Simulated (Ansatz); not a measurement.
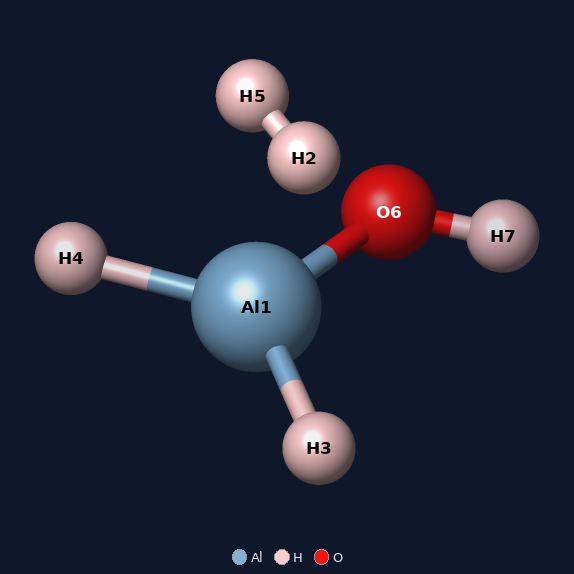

Numbered structure. Computed geometry: PBE0-D4/def2-TZVP optimisation.

Q: Describe the coordination of atom 1.

A: Al1 has 3 neighbours (H3 at 1.59, H4 at 1.58, O6 at 1.70 Å); the arrangement is trigonal planar.

Q: What is the geometry at O6?

A: O6 has 2 neighbours (Al1 at 1.70, H7 at 0.96 Å); the arrangement is bent.
